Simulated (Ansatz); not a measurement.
## Nudged elastic band, with input and output: AlH$_{3}$ClF

- system: AlH$_{3}$ClF
- method: RKS PBE0-D4/def2-SVP (Ansatz 0.2.0)

Figures and captions count atoms from 1; the log counts them from 0 in places.

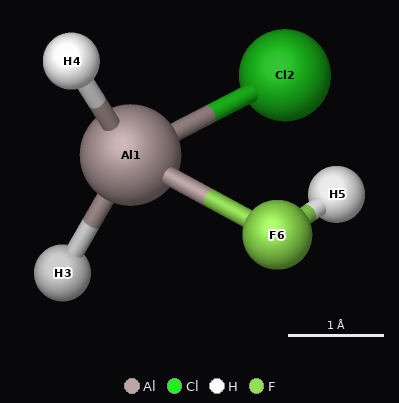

The input geometry (ball-and-stick view, seen at a tilt; atoms are numbered from 1 in the order of the input). Sticks mark near contacts. Bond lengths as drawn: Al–Cl 2.18 Å, Al–F 2.03 Å, Al–H 1.57 Å and F–H 0.96 Å.

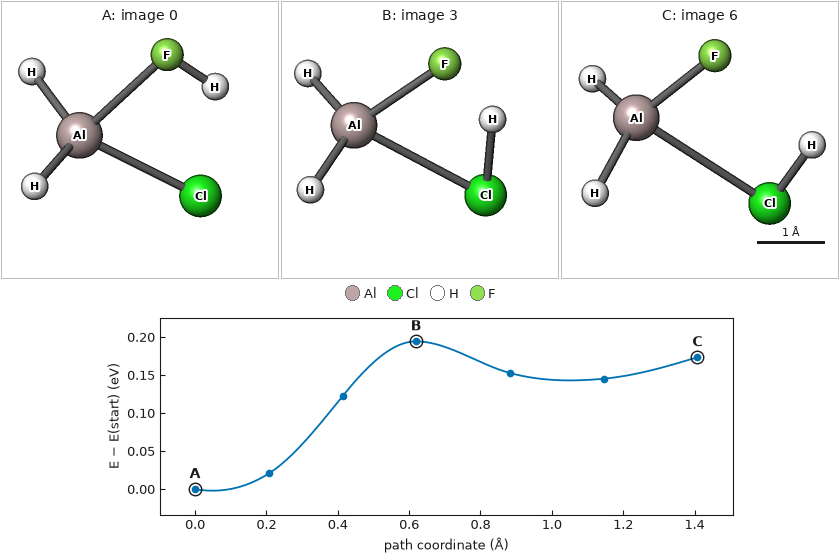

Images of the last band (counted from 0; ball-and-stick, seen at a tilt) above the energy along the path; the line is a cubic interpolation that uses the forces. The highest image is number 3, 0.194 eV above the start and 0.021 eV above the end (the climbing image); the end lies 0.173 eV above the start. The path is 1.41 Å long. The band converged in 7 iterations. The end points carry forces over 0.1 eV/Å, so they aren't fully relaxed minima and the barriers are approximate.

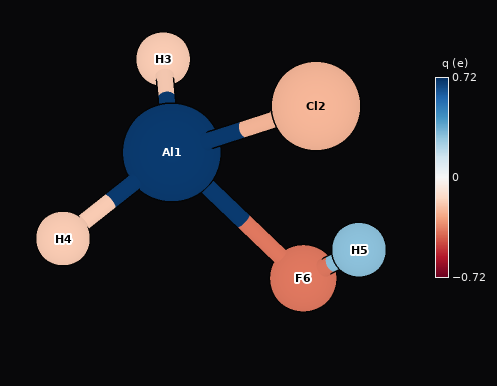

Mulliken charges, as the colour of each atom (ball-and-stick view, seen at a tilt; atoms are numbered from 1 in the order of the input). By element: Al +0.69, Cl −0.24, H −0.18 to +0.29 and F −0.38 e.

The input and output of the run follow.

**Input file**
```yaml
crystal:
  periodic: [false, false, false]
  atoms:
    - {symbol: Al, position_ang: [-0.592292, 0.103937, -0.327078]}
    - {symbol: Cl, position_ang: [1.268411, 1.169181, -0.726396]}
    - {symbol: H, position_ang: [-0.923260, -1.047189, -1.348106]}
    - {symbol: H, position_ang: [-1.630015, 0.898681, 0.549643]}
    - {symbol: H, position_ang: [1.314787, -0.296632, 0.793655]}
    - {symbol: F, position_ang: [0.562368, -0.827878, 1.058282]}
basis:
  gaussian: {orbitals: def2-SVP}
hamiltonian: {xc: pbe0, dispersion: d4}
neb:
  images: 5
  climbing: true
  max_iterations: 40
  initial_path: idpp
  final_atoms:
    - {symbol: Al, position_ang: [-0.777539, -0.246030, -0.037222]}
    - {symbol: Cl, position_ang: [1.436695, 1.057477, -0.549195]}
    - {symbol: H, position_ang: [-0.975728, -1.000283, -1.409275]}
    - {symbol: H, position_ang: [-1.680192, 0.939512, 0.482750]}
    - {symbol: H, position_ang: [1.850872, 0.284834, 0.397060]}
    - {symbol: F, position_ang: [0.145893, -1.035411, 1.115883]}
```

Command:
```bash
ansatz run in.yaml --threads 2 --pin off --events-out ev --progress --plain --max-ram 4352MiB
```

**What the program printed**
```
Functional definition: PBE0
  name "PBE0"
  cite "Adamo & Barone, J. Chem. Phys. 110, 6158 (1999) doi:10.1063/1.478522"
  cite "Perdew, Burke & Ernzerhof, Phys. Rev. Lett. 77, 3865 (1996) doi:10.1103/PhysRevLett.77.3865"
  parent pbe
  parameter a = 0.25
  parameter kappa = 0.804
  parameter beta = 0.06672455060314922
  exchange = (1 - a)*pbe_x(kappa = kappa, mu = beta*pi^2/3) + a*exact_x
  correlation = pbe_c(beta = beta)
648 factors; integrals over basis functions are off by at most 4.2e-4 eV
mean field evaluation 1: about -21868.2079 eV, gradient 2.3e1 eV
mean field evaluation 2: about -21868.1635 eV, gradient 2.6e1 eV
mean field evaluation 4: about -21869.1874 eV, gradient 7.2e-1 eV
mean field evaluation 8: about -21869.1963 eV, gradient 6.0e-3 eV
mean field -21869.19632239 eV, -803.6781413743 hartree, gradient 2.0e-5 eV, S^2 0.000000; 0 other end points of the search recorded, 0 dependent functions left out
the calculation of the forces begins
reference -21869.19634841 eV, -803.6781423303 hartree; 21, 21 occupied and 44, 44 virtual orbitals, 648 factors
650 factors; integrals over basis functions are off by at most 9.1e-4 eV
mean field evaluation 16: about -21868.9995 eV, gradient 2.2e0 eV
mean field -21869.02362393 eV, -803.6717948227 hartree, gradient 2.0e-5 eV, S^2 0.000000; 0 other end points of the search recorded, 0 dependent functions left out
[... from here on the field's lines of each further geometry are left out, up to the last ...]
WARN: NEB end point (image 0): max|allowed force component| = 1.187e-1 eV/Å (the criterion of neb.relax_end_points is 1.000e-2). That is over neb.f_tol: it is no minimum, so the barrier can be far off. Relax it first
WARN: NEB end point (image 6): max|allowed force component| = 3.255e-1 eV/Å (the criterion of neb.relax_end_points is 1.000e-2). That is over neb.f_tol: it is no minimum, so the barrier can be far off. Relax it first
NEB iter   1: max|band force component| = 2.165e0 eV/Å  barrier→ = 1.0023 eV  barrier← = 0.8288 eV  Δτ_max = 0.2000 Å  (163 SCF iters)
NEB iter   2: max|band force component| = 1.151e0 eV/Å  barrier→ = 0.2646 eV  barrier← = 0.0911 eV  Δτ_max = 0.2000 Å  (136 SCF iters)
NEB iter   3: max|band force component| = 1.490e0 eV/Å  barrier→ = 0.3175 eV  barrier← = 0.1441 eV  Δτ_max = 0.0991 Å  (131 SCF iters)
NEB iter   4: max|band force component| = 4.097e-1 eV/Å  barrier→ = 0.2121 eV  barrier← = 0.0386 eV  CI = image 3  Δτ_max = 0.0854 Å  (131 SCF iters)
NEB iter   5: max|band force component| = 1.849e-1 eV/Å  barrier→ = 0.1983 eV  barrier← = 0.0249 eV  CI = image 3  Δτ_max = 0.0331 Å  (135 SCF iters)
NEB iter   6: max|band force component| = 1.052e-1 eV/Å  barrier→ = 0.1950 eV  barrier← = 0.0215 eV  CI = image 3  Δτ_max = 0.0134 Å  (130 SCF iters)
the calculation of the forces begins
reference -21869.04971172 eV, -803.6727535313 hartree; 21, 21 occupied and 44, 44 virtual orbitals, 650 factors
these checks for a lower state are left out or cut short: stability, starts, cluster_reference, orbital_swaps, neighbouring_geometries, increment
650 factors; integrals over basis functions are off by at most 8.4e-4 eV
mean field -21869.05325168 eV, -803.6728836225 hartree, gradient 2.0e-6 eV, S^2 0.000000; 0 other end points of the search recorded, 0 dependent functions left out
the calculation of the forces begins
reference -21869.05327898 eV, -803.6728846257 hartree; 21, 21 occupied and 44, 44 virtual orbitals, 650 factors
NEB iter   7: max|band force component| = 2.611e-2 eV/Å  barrier→ = 0.1944 eV  barrier← = 0.0209 eV  CI = image 3  Δτ_max = 0.0000 Å  (670 SCF iters)
Total energy: -21869.07993557 eV, -803.6738642374 hartree
Atom 0 at    -0.662886    -0.100487    -0.146216 Å, force    -0.012679     0.004475     0.000105 eV/Å
Atom 1 at     1.422582     1.049320    -0.546465 Å, force     0.004533     0.002828     0.003586 eV/Å
Atom 2 at    -0.941665    -1.057343    -1.366890 Å, force     0.005755    -0.003361     0.002789 eV/Å
Atom 3 at    -1.655266     0.904236     0.553313 Å, force     0.002317     0.000520    -0.000573 eV/Å
Atom 4 at     1.334187     0.020328     0.481017 Å, force    -0.001849    -0.000821    -0.007832 eV/Å
Atom 5 at     0.503047    -0.815954     1.025241 Å, force     0.001922    -0.003640     0.001925 eV/Å
Dipole moment:     0.048690     0.019189    -0.002648 e Å
```

**The last band as extended XYZ (Å, eV, eV/Å)**
```
6
Properties=species:S:1:pos:R:3:forces:R:3 image=0 energy=-21869.27428
Al   -0.5923    0.1039   -0.3271   -0.1158  -0.0625   0.0209
Cl    1.2684    1.1692   -0.7264    0.1187   0.0366   0.0066
H    -0.9233   -1.0472   -1.3481   -0.0067  -0.0422  -0.0443
H    -1.6300    0.8987    0.5496   -0.0356   0.0374   0.0334
H     1.3148   -0.2966    0.7937    0.0966   0.0557  -0.0210
F     0.5624   -0.8279    1.0583   -0.0572  -0.0250   0.0043
6
Properties=species:S:1:pos:R:3:forces:R:3 image=1 energy=-21869.25365
Al   -0.6134    0.0429   -0.2739    0.0227   0.1223  -0.1136
Cl    1.3136    1.1174   -0.6603   -0.0969   0.0691  -0.1004
H    -0.9365   -1.0647   -1.3487    0.0094  -0.0120   0.0207
H    -1.6444    0.8884    0.5679    0.0098  -0.0131   0.0103
H     1.2892   -0.1866    0.6766    0.0129  -0.1356   0.1337
F     0.5916   -0.7973    1.0384    0.0420  -0.0308   0.0493
6
Properties=species:S:1:pos:R:3:forces:R:3 image=2 energy=-21869.15200
Al   -0.6353   -0.0326   -0.2082    0.0772   0.2216  -0.1857
Cl    1.3678    1.0787   -0.5900   -0.1521   0.0820  -0.1305
H    -0.9372   -1.0658   -1.3589    0.0101  -0.0301   0.0363
H    -1.6555    0.8866    0.5653    0.0118  -0.0322   0.0254
H     1.2818   -0.0797    0.5708   -0.1477  -0.3219   0.2513
F     0.5782   -0.7872    1.0210    0.2008   0.0806   0.0031
6
Properties=species:S:1:pos:R:3:forces:R:3 image=3 energy=-21869.07991
Al   -0.6629   -0.1005   -0.1462   -0.0127   0.0045   0.0001
Cl    1.4226    1.0493   -0.5465    0.0045   0.0028   0.0036
H    -0.9417   -1.0573   -1.3669    0.0058  -0.0034   0.0028
H    -1.6553    0.9042    0.5533    0.0023   0.0005  -0.0006
H     1.3342    0.0203    0.4810   -0.0018  -0.0008  -0.0078
F     0.5030   -0.8160    1.0252    0.0019  -0.0036   0.0019
6
Properties=species:S:1:pos:R:3:forces:R:3 image=4 energy=-21869.12148
Al   -0.7154   -0.1745   -0.0871   -0.0297  -0.0375   0.0306
Cl    1.4754    1.0562   -0.5339    0.0246   0.0107  -0.0027
H    -0.9516   -1.0383   -1.3859   -0.0051   0.0046  -0.0073
H    -1.6658    0.9228    0.5305   -0.0057   0.0069  -0.0086
H     1.4754    0.1190    0.4254    0.0719   0.0518  -0.0235
F     0.3820   -0.8851    1.0511   -0.0561  -0.0365   0.0115
6
Properties=species:S:1:pos:R:3:forces:R:3 image=5 energy=-21869.12900
Al   -0.7603   -0.2203   -0.0576    0.0034   0.0057  -0.0037
Cl    1.4765    1.0693   -0.5457    0.0069   0.0043  -0.0026
H    -0.9766   -1.0271   -1.3987    0.0007  -0.0033   0.0008
H    -1.6868    0.9283    0.5070   -0.0008  -0.0008   0.0034
H     1.6705    0.2028    0.4144   -0.0305  -0.0182   0.0077
F     0.2767   -0.9529    1.0806    0.0203   0.0123  -0.0056
6
Properties=species:S:1:pos:R:3:forces:R:3 image=6 energy=-21869.10081
Al   -0.7767   -0.2491   -0.0338   -0.2986   0.1850  -0.3012
Cl    1.4304    1.0622   -0.5564   -0.0236   0.1479  -0.1604
H    -0.9774   -1.0062   -1.4039   -0.0027  -0.0420  -0.0483
H    -1.6819    0.9337    0.4880   -0.0335   0.0427   0.0343
H     1.8513    0.2926    0.3893    0.0329  -0.1718   0.1884
F     0.1543   -1.0332    1.1168    0.3255  -0.1619   0.2872
```

**Results in brief**

- outcome: converged
- barrier, forward: 0.194 eV
- barrier, backward: 0.021 eV
- dipole moment (one image of the band): 0.25 D
- hardware: 2 threads of Intel Xeon, 63 GiB of memory available, shared host
- wall time: 41 s (CPU time 77 s)
- peak memory: 0.36 GiB
